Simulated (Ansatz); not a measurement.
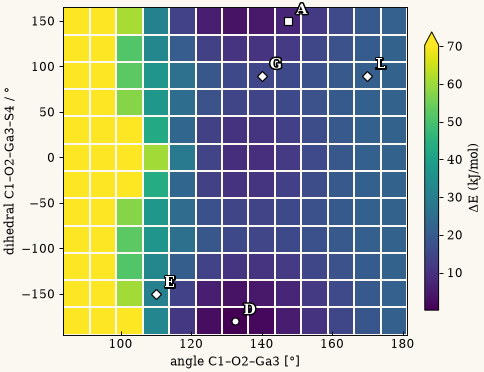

CH₄ClGaOS, SMILES C[O][Ga]([SH])[Cl]. First axis: angle C1–O2–Ga3. Second axis: dihedral C1–O2–Ga3–S4. Nothing is relaxed (all other coordinates rigid). The scan uses a 13 × 12 grid. Points are written as (first, second). All energies are given in kJ/mol relative to the relaxed molecule at the same level. Energies and slopes of some neighbouring points disagree (a jump in structure or state, or too coarse a mesh). All numbers below come from RHF/def2-SVP (Ansatz 0.2.0).

In the figure: one coloured cell a grid point, one colour for all values above the top of the scale, lettered points.

> Rank the lettered points by energy, lowest first.

D (0 kJ/mol), A (8 kJ/mol), G (15 kJ/mol), L (21 kJ/mol), E (30 kJ/mol).
